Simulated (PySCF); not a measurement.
# RuO₄: structure of the singlet

Aim: relax RuO₄ as a singlet from a hand-made see-saw geometry, check by its vibrations whether the end is a minimum, and collect its spectrum and constants.

Computed with PySCF 2.14.0. Level: PBE0, basis Ru def2-SVP with ECP28, O def2-SVP, scalar-relativistic core potentials, no spin–orbit coupling, density fitting.

**1. Where the work starts**

5 atoms, charge 0, spin multiplicity 1.

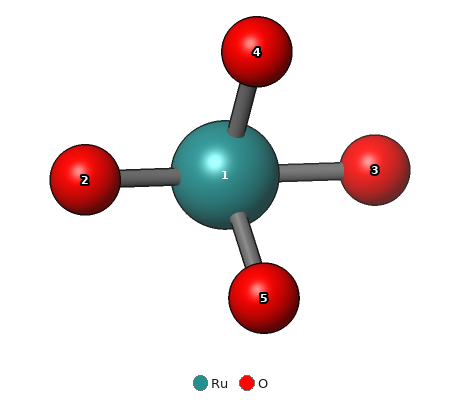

The starting geometry (ruthenium teal, oxygen red); atoms are numbered from 1 in the order of the file.

Coordinates in bohr (charge 0 multiplicity 1):
```
Ru    0.0000    0.0000   -0.4380
O     0.0000    3.2191   -0.1564
O     0.0000   -3.2191   -0.1564
O     2.5464    0.0000    1.5515
O    -2.5464    0.0000    1.5515
```

**2. See-saw start, singlet: relaxation**

The steps below are one call of a driver around PySCF. For each, scf.py gives the equivalent set-up of the SCF; relaxations use the driver's own optimiser. Before each start the driver seeks the lowest SCF state from one or more starting densities and follows internal instabilities, so scf.py alone need not reach the same state.

The program finds C2v symmetry in the start, which this walk keeps. Threshold on the gradient: 0.0003 Eh/bohr, with a further test on the energy change.

File scf.py:

```python
from pyscf import gto, scf, dft
mol = gto.M(atom='''
Ru     0.000000     0.000000    -0.231761
O      0.000000     1.703500    -0.082761
O     -0.000000    -1.703500    -0.082761
O      1.347500    -0.000000     0.821039
O     -1.347500     0.000000     0.821039''',
    basis={'Ru': 'def2-SVP', 'O': 'def2-SVP'},
    ecp={'Ru': 'def2-SVP'},
    charge=0, spin=0)
mf = dft.RKS(mol, xc='PBE0')
mf.grids.atom_grid = (50, 194)
aux = {'Ru': 'def2-universal-JKFIT', 'O': 'def2-universal-JKFIT'}
mf = mf.density_fit(auxbasis=aux)
mf.kernel()
```

Further steps of the session: Vibrations and properties at this point.

Q: Predict the outcome of this session. Wanted: minimum; geometry; wavenumbers; dipole moment; highest occupied, lowest empty level; polar-tensor charge of Ru1; zero-point energy; atomisation energy.

**Answer**, as computed:

| quantity | value |
| --- | --- |
| minimum | singlet, Td |
| geometry | Ru–O 1.664 Å (×4); O–Ru–O 109.5° (×6) |
| wavenumbers (cm⁻¹) | 351 (e), 374 (t2), 1007 (a1), 1023 (t2) |
| dipole moment | 0.00 D |
| highest occupied, lowest empty level | -10.49, -5.07 eV |
| polar-tensor charge of Ru1 | +2.02 e |
| zero-point energy | 35.3 kJ/mol |
| entropy at 298.15 K | 284.5 J/(mol K) |
| atomisation energy (no zero-point energy) | 1717 kJ/mol |

What this shows: From C2v at the start the molecule goes to a Td minimum. The strongest infrared band lies at 1023 cm⁻¹ (t2, stretch). The dipole vanishes although Ru1 carries +2.0 e by the polar tensor: the bond dipoles cancel. Only this shape and spin were tried, so other structures or states may lie lower.
